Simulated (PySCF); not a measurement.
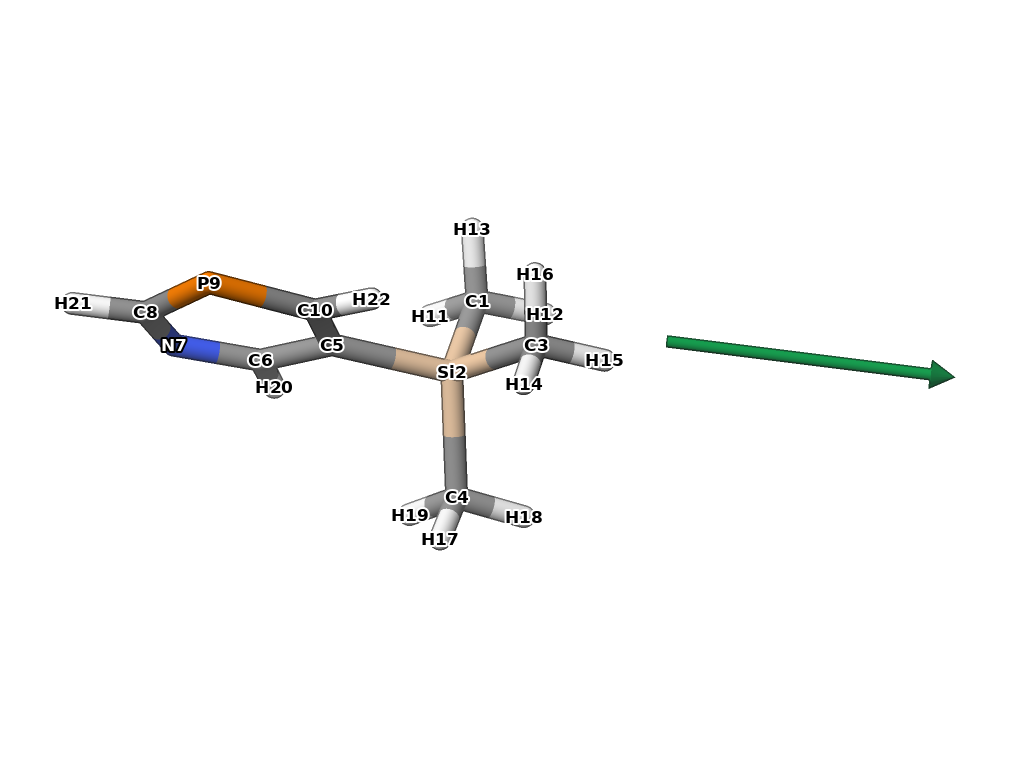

The arrow beside the molecule shows the direction of the dipole moment, from the negative to the positive end (its length means nothing). The geometry was computed by an optimisation with GFN2-xTB. No frequency run is at hand to confirm it as a minimum. Method: PBE0/pcSseg-1, gas phase (PySCF 2.14.0).

Q: Estimate the dipole moment.

A: 2.48 D; it points from the side of H21 to the side of H15 (the outermost atoms at the two ends).

The geometry is semi-empirical. Around P, Si such bond lengths and angles can be off by a tenth of an ångström or more and by several degrees, and values that hang on the shape move with them.
